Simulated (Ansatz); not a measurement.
A series of calculations on CH4BClS

**1. Relaxation**

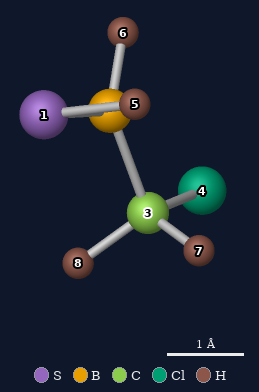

Starting structure of CH₄BClS. The picture is a ball-and-stick view, seen from a free direction.

The run prepares an end point of a later path (torsion) calculation, from a guessed geometry.

Method: RKS PBE/cc-pVDZ in Ansatz.

Input
```yaml
crystal:
  periodic: [false, false, false]
  atoms:
    - { symbol: S, position_ang: [-0.49, 1.7827, -0.956] }
    - { symbol: B, position_ang: [-0.0317, 0.595, 0.361] }
    - { symbol: C, position_ang: [0.4571, -0.8433, -0.067] }
    - { symbol: Cl, position_ang: [0.9691, -1.7808, 1.3945] }
    - { symbol: H, position_ang: [-1.8658, 1.3591, -0.9714] }
    - { symbol: H, position_ang: [-0.1024, 0.9252, 1.4983] }
    - { symbol: H, position_ang: [-0.2763, -1.3685, -0.62] }
    - { symbol: H, position_ang: [1.4322, -0.7264, -0.6952] }
basis:
  gaussian: { orbitals: cc-pVDZ }
hamiltonian:
  xc: pbe
relax:
  f_tol: 0.015
  max_steps: 40
```

Command:
```bash
ansatz run input.yaml --threads 1 --pin off --max-ram 2048MiB --backend cpu --events-out ev --progress --plain --runs-dir out
```

> Predict the outcome.

After 24 accepted moves (26 points after the start) the energy has fallen by 1.005 eV. The largest force component goes from 2.6 to 0.0048 eV/Å. The line search rejected the trial steps at points 14, 25 of the run. The forces were under the threshold at step 24, but the run went on from there. The atom that moves furthest after the best rigid fit is H5 (1.40 Å). By element the largest moves are H 1.40 Å, Cl 1.04 Å, B 0.54 Å, S 0.22 Å, C 0.14 Å. Some distances before and after: S1–H5 1.440 → 1.368 Å, C3–H8 1.166 → 1.107 Å, C3–H7 1.058 → 1.108 Å, S1–B2 1.832 → 1.796 Å. Bond angles that change, for instance: B2–C3–H8 108.3° → 116.5°, B2–C3–Cl4 109.9° → 104.0°, B2–S1–H5 93.2° → 98.1°. Groups turn about S1–B2 by about 90°, B2–C3 by about 65°. The run took 79 s on 1 thread of Arm Neoverse V1 (shared host), peak memory 0.14 GiB.

The structure at the end:

```xyz
8

S    -0.3205    1.6536   -1.0252
B    -0.4199    0.2889    0.1379
C     0.5074   -0.9683   -0.0993
Cl    1.6231   -0.9740    1.3515
H    -1.2346    2.4795   -0.4305
H    -1.1743    0.3353    1.0825
H    -0.0433   -1.9296   -0.0759
H     1.1543   -0.9425   -0.9967
```

The end point in the same view:

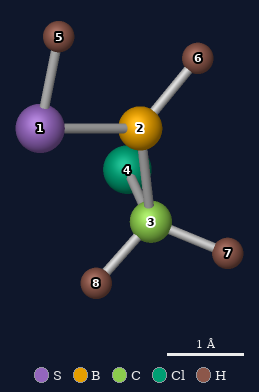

**2. Relaxation**

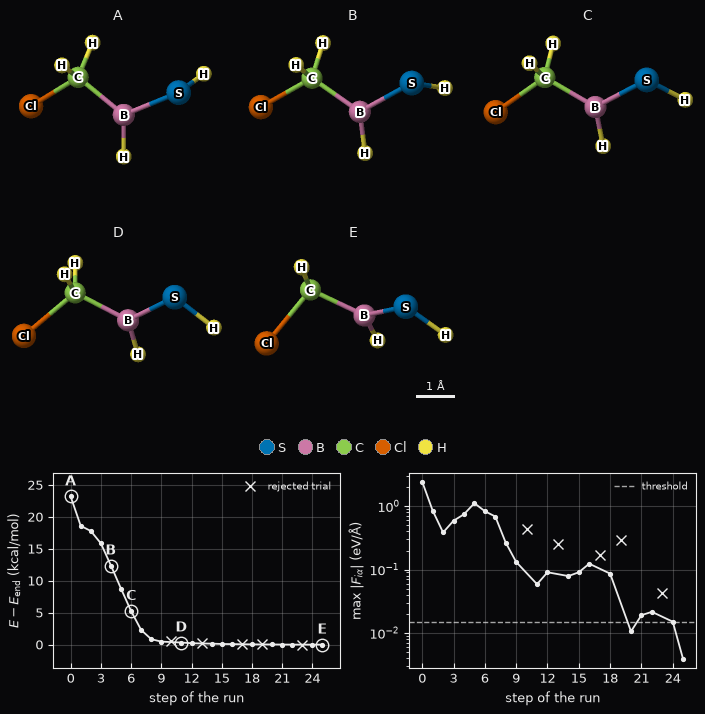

Frames of a relaxation of CH4BClS, marked on the history of the run. The picture is a ball-and-stick view, seen at a tilt.

The run prepares an end point of a later path (torsion) calculation, from a guessed geometry.

The calculation used RKS PBE/cc-pVDZ (Ansatz). (no spin polarisation; force threshold 0.015 eV/Å; at most 40 steps)

Describe the path.

Answer. The energy falls by 23.2 kcal/mol in 20 accepted moves (25 points after the start). Largest force component: 2.4 eV/Å at the start, 0.0038 eV/Å at the end. The line search rejected the trial steps at points 10, 13, 17, 19, 23 of the run. The forces were under the threshold at step 20, but the run went on from there. The atom that moves furthest after the best rigid fit is an H atom (1.44 Å). By element the largest moves are H 1.44 Å, Cl 1.10 Å, B 0.58 Å, S 0.24 Å, C 0.18 Å. Near-neighbour distances that change, for instance: H–S 1.440 → 1.368 Å, C–H 1.166 → 1.108 Å, C–H 1.058 → 1.107 Å, B–S 1.832 → 1.796 Å. Among the angles between lasting bonds that change: B–C–Cl 109.9° → 104.0°, B–C–H 108.3° → 113.3°, B–S–H 93.2° → 98.1°. Groups turn about B–S by about 90°, B–C by about 65°. From step 0 to 4: an H atom moves most (0.43 Å), energy −10.8 kcal/mol. From step 4 to 6: an H atom moves most (0.39 Å), energy −7.13 kcal/mol. From step 6 to 11: an H atom moves most (0.49 Å), energy −4.93 kcal/mol. From step 11 to 25: the Cl atom moves most (0.48 Å), energy −0.32 kcal/mol.

```json
{"step": "0", "E − E(0), kcal/mol": "0.00", "largest force component, eV/Å": "2.4423", "note": ""}
{"step": "1", "E − E(0), kcal/mol": "-4.61", "largest force component, eV/Å": "0.8544", "note": ""}
{"step": "2", "E − E(0), kcal/mol": "-5.41", "largest force component, eV/Å": "0.3851", "note": ""}
{"step": "3", "E − E(0), kcal/mol": "-7.35", "largest force component, eV/Å": "0.5899", "note": ""}
{"step": "4", "E − E(0), kcal/mol": "-10.82", "largest force component, eV/Å": "0.7459", "note": ""}
{"step": "5", "E − E(0), kcal/mol": "-14.44", "largest force component, eV/Å": "1.1172", "note": ""}
{"step": "6", "E − E(0), kcal/mol": "-17.95", "largest force component, eV/Å": "0.8337", "note": ""}
{"step": "7", "E − E(0), kcal/mol": "-20.91", "largest force component, eV/Å": "0.6878", "note": ""}
{"step": "8", "E − E(0), kcal/mol": "-22.34", "largest force component, eV/Å": "0.2663", "note": ""}
{"step": "9", "E − E(0), kcal/mol": "-22.73", "largest force component, eV/Å": "0.1320", "note": ""}
{"step": "10", "E − E(0), kcal/mol": "-22.63", "largest force component, eV/Å": "0.4326", "note": "rejected"}
{"step": "11", "E − E(0), kcal/mol": "-22.87", "largest force component, eV/Å": "0.0588", "note": ""}
{"step": "12", "E − E(0), kcal/mol": "-22.98", "largest force component, eV/Å": "0.0907", "note": ""}
{"step": "13", "E − E(0), kcal/mol": "-22.97", "largest force component, eV/Å": "0.2505", "note": "rejected"}
{"step": "14", "E − E(0), kcal/mol": "-23.04", "largest force component, eV/Å": "0.0790", "note": ""}
{"step": "15", "E − E(0), kcal/mol": "-23.10", "largest force component, eV/Å": "0.0907", "note": ""}
{"step": "16", "E − E(0), kcal/mol": "-23.12", "largest force component, eV/Å": "0.1238", "note": ""}
{"step": "17", "E − E(0), kcal/mol": "-23.09", "largest force component, eV/Å": "0.1706", "note": "rejected"}
{"step": "18", "E − E(0), kcal/mol": "-23.16", "largest force component, eV/Å": "0.0864", "note": ""}
{"step": "19", "E − E(0), kcal/mol": "-23.13", "largest force component, eV/Å": "0.2906", "note": "rejected"}
{"step": "20", "E − E(0), kcal/mol": "-23.17", "largest force component, eV/Å": "0.0106", "note": ""}
{"step": "21", "E − E(0), kcal/mol": "-23.19", "largest force component, eV/Å": "0.0191", "note": ""}
{"step": "22", "E − E(0), kcal/mol": "-23.20", "largest force component, eV/Å": "0.0215", "note": ""}
{"step": "23", "E − E(0), kcal/mol": "-23.19", "largest force component, eV/Å": "0.0431", "note": "rejected"}
{"step": "24", "E − E(0), kcal/mol": "-23.20", "largest force component, eV/Å": "0.0151", "note": ""}
{"step": "25", "E − E(0), kcal/mol": "-23.20", "largest force component, eV/Å": "0.0038", "note": ""}
```

**3. Path**

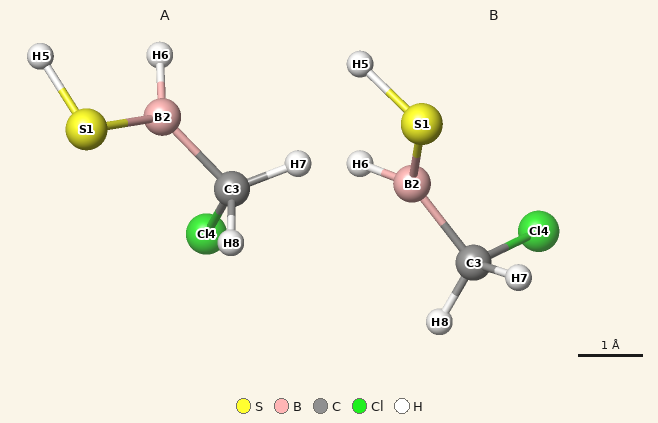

The two relaxed end points of a path for CH$_{4}$BClS. A ball-and-stick model, seen from a free direction.

Computed with Ansatz, RKS PBE/cc-pVDZ.

Input
```yaml
crystal:
  periodic: [false, false, false]
  atoms:
    - { symbol: S, position_ang: [-0.315298, 1.679037, -0.984269] }
    - { symbol: B, position_ang: [-0.428016, 0.278542, 0.134163] }
    - { symbol: C, position_ang: [0.523567, -0.95825, -0.113642] }
    - { symbol: Cl, position_ang: [1.597598, -0.992845, 1.367823] }
    - { symbol: H, position_ang: [-1.257677, 2.474131, -0.391673] }
    - { symbol: H, position_ang: [-1.209563, 0.286117, 1.057633] }
    - { symbol: H, position_ang: [-0.013695, -1.927188, -0.134956] }
    - { symbol: H, position_ang: [1.195284, -0.896543, -0.99088] }
basis:
  gaussian: { orbitals: cc-pVDZ }
hamiltonian:
  xc: pbe
neb:
  order_check: false
  images: 9
  f_tol: 0.03
  max_iterations: 46
  initial_path: idpp
  final_atoms:
    - { symbol: S, position_ang: [-1.52158014, 0.95047531, -0.80537561] }
    - { symbol: B, position_ang: [-0.01293484, 0.52922451, 0.07276748] }
    - { symbol: C, position_ang: [0.59094922, -0.91761434, -0.12357181] }
    - { symbol: Cl, position_ang: [0.46334741, -1.67830426, 1.53571409] }
    - { symbol: H, position_ang: [-1.67087508, 2.22510736, -0.33128891] }
    - { symbol: H, position_ang: [0.52278818, 1.3323893, 0.80182056] }
    - { symbol: H, position_ang: [0.05262179, -1.58669846, -0.8214519] }
    - { symbol: H, position_ang: [1.66788346, -0.91157842, -0.38441489] }
```

Run as
```bash
ansatz run input.yaml --threads 1 --pin off --max-ram 2048MiB --backend cpu --events-out ev --progress --plain --runs-dir out
```

What barrier does the band find between them, and by what path?

The two ends have the same energy, and the highest point, image 5, lies 0.84 kcal/mol above the start. The motion is a rotation about the S1–B2 bond, with a turn of about 130° about B2–C3. No bond forms or breaks between the ends. Bond angles that change up to the highest image, for instance: B2–C3–Cl4 104.0° → 113.5°, B2–C3–H8 116.5° → 111.6°. The band is converged.

Energies of the converged images:

| image | path (Å) | E (kcal/mol) |
| --- | --- | --- |
| 0 | 0.00 | 0.00 |
| 1 | 0.35 | 0.06 |
| 2 | 0.70 | 0.20 |
| 3 | 1.05 | 0.43 |
| 4 | 1.40 | 0.71 |
| 5 | 1.75 | 0.84 |
| 6 | 2.09 | 0.71 |
| 7 | 2.44 | 0.43 |
| 8 | 2.79 | 0.20 |
| 9 | 3.13 | 0.06 |
| 10 | 3.48 | 0.00 |

The geometry at the top of the path:

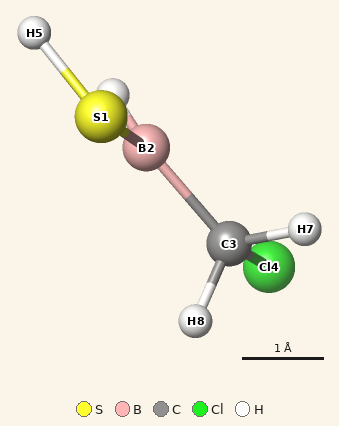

Cost: 3 min on 1 thread of Arm Neoverse V1, with other jobs on the host, peak memory 0.14 GiB.
